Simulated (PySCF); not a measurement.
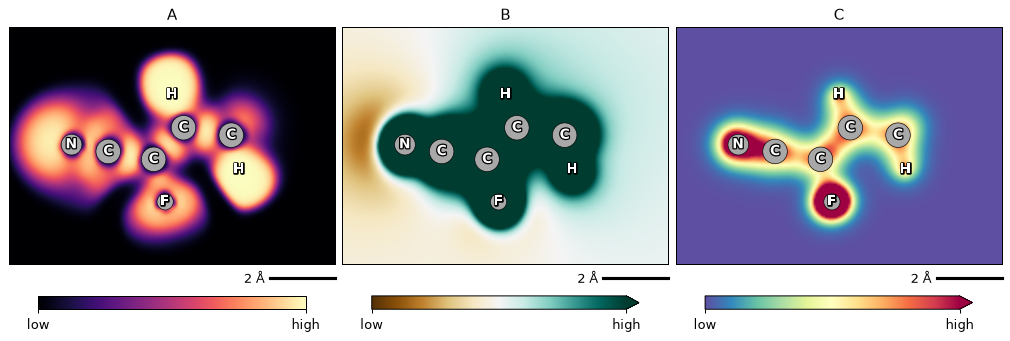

C₄H₄FN (SMILES C/C=C(\F)C#N): 3 fields on the plane of atoms C2, C1 and H9, with unlabelled colour scales. Grey discs cover the atomic cores.

Geometry: GFN2-xTB.

Computed with PBE0/pcSseg-1, SCF density, gas phase, non-relativistic (PySCF).

**Which field does each panel show? The fields are: electron density, electron localisation function and electrostatic potential.**

Panel A: electron localisation function. Panel B: electrostatic potential (strongly positive close to the atoms, with negative regions outside electron-rich atoms). Panel C: electron density. From the grid: C–N (1.15 Å): ρ is about 3.6 e/Å³ halfway; the ELF peaks at about 0.85 between the atoms: a multiple bond. C–C (1.33 Å): ρ is about 2.3 e/Å³ halfway; the ELF peaks at about 0.95 between the atoms; a short, multiple covalent bond.
